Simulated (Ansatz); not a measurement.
System: H₄SeSi···SiH₄.

```xyz
11

Si   -1.6764    0.9038   -0.5754
Si    1.3850   -1.3098    0.8702
H    -1.3622    0.2494    0.7205
H    -2.9279    1.6891   -0.4466
H    -1.8324   -0.1401   -1.6182
H     1.5216    0.0320    1.4892
Se   -0.0894    2.4323   -1.1503
H     2.6835   -2.0268    0.9351
H     0.3451   -2.0924    1.5828
H     0.9891   -1.1512   -0.5545
H     0.9638    1.4137   -1.2526
```

The product side of a reaction path; geometry: PBE0-D4/def2-TZVP.

All numbers below come from RKS PBE0-D4/def2-TZVPP in Ansatz 0.2.0.

Q: Predict the electron density and electron localisation function between the atoms.

A: Si–Se (2.28 Å): ρ at the midpoint is about 0.73 e/Å³, with its minimum of 0.61 e/Å³ about 0.8 Å from Si; the ELF peaks at about 0.90 between the atoms, as expected for a shared electron pair.
Se–H (1.47 Å): the density is about 1.4 e/Å³ at the midpoint; the ELF climbs to about 1 towards the hydrogen, as it does in any bond to H.
Si–H (1.48 Å): ρ is about 0.82 e/Å³ halfway; the ELF climbs to about 1 towards the hydrogen.

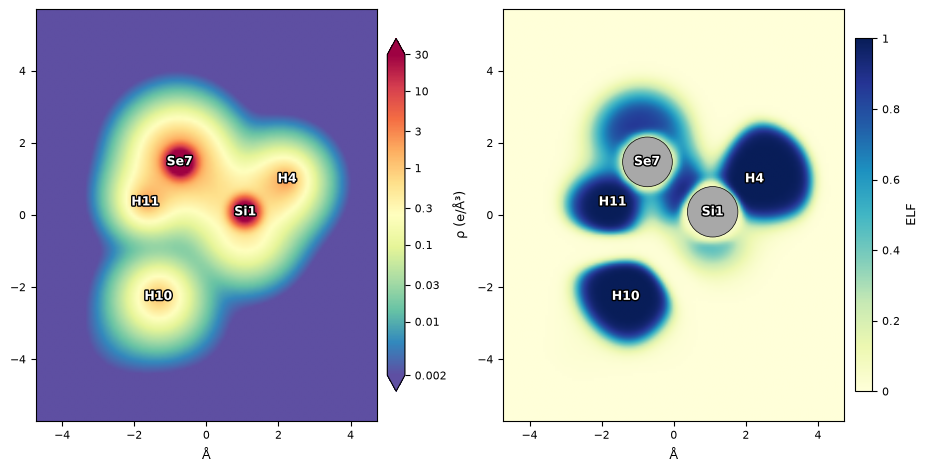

Computed electron density and electron localisation function on the plane of atoms H4, Si1 and Se7, in this order. Grey discs cover the atomic cores in the ELF map. 
